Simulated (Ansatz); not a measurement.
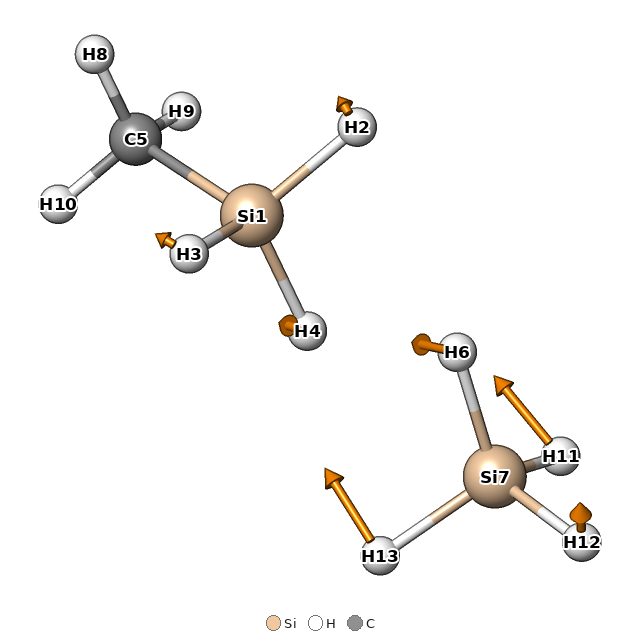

The arrows show one normal mode. Harmonic vibrations computed with RKS PBE0-D4/def2-TZVP (Ansatz 0.2.0) at a stationary point of the same level.

Question: Describe the motion.

Answer: Mostly H–Si–H bending.

Question: At what wavenumber does it lie?

Answer: 899 cm⁻¹; it is mode 13 of 33 counted from the lowest.
